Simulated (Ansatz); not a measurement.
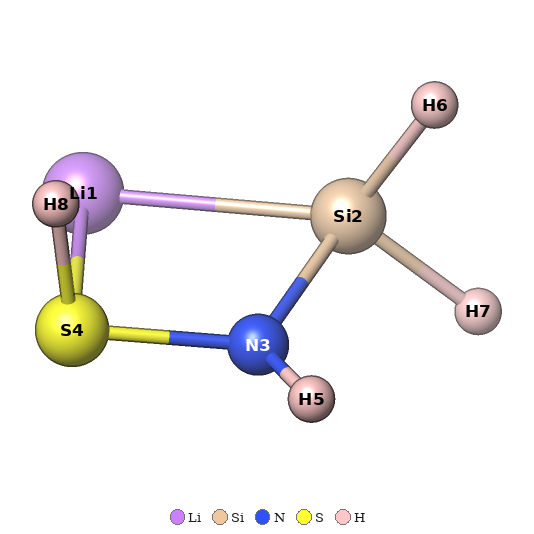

Distant atoms are faded towards the background colour. The computed structure is the end point of a PBE0-D4/def2-TZVP optimisation. No frequency run is at hand to confirm it as a minimum.

> What is the conformation of the ring Li1–Si2–N3–S4?

It is puckered (butterfly). The Cremer–Pople amplitude Q is 0.25 Å.

> Give the torsion angles round the ring, beginning with the bond from its second to its third atom.

−19°, 19°, −13°, 12°.
